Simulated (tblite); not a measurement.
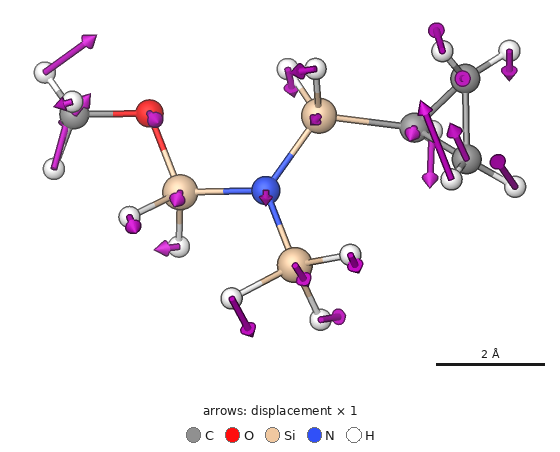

A relaxation of C4H15NOSi3. The starting structure is drawn; purple arrows show the displacements, at their true length. The two geometries are superimposed by the best rigid fit.

Style: ball-and-stick. Shown at a tilt.

Theory: tblite 0.8.0, GFN2-xTB geometry optimisation, gas phase. 

Atoms of which element are displaced furthest, and by how much?

Answer. Hydrogen: up to 1.66 Å, against 0.97 Å for carbon.

Describe the change and its energy.

Answer. Over 248 geometry steps the energy falls by 24.3 kcal/mol. An H atom moves most after the best rigid fit: 1.66 Å. By element the largest moves are H 1.66 Å, C 0.97 Å, O 0.80 Å, Si 0.73 Å, N 0.33 Å. Among the contacts that change: O–Si 1.686 → 1.618 Å, C–H 1.131 → 1.083 Å, C–Si 1.832 → 1.876 Å, N–Si 1.757 → 1.724 Å. Among the angles between lasting bonds that change: C–O–Si 104.8° → 125.7°, O–Si–N 116.2° → 101.2°, N–Si–C 119.0° → 108.2°. Groups turn about C–Si by about 40°, N–Si by about 40°, O–Si by about 35°. The run took 5.3 s on 1 thread of Arm Neoverse N1, on a shared host.
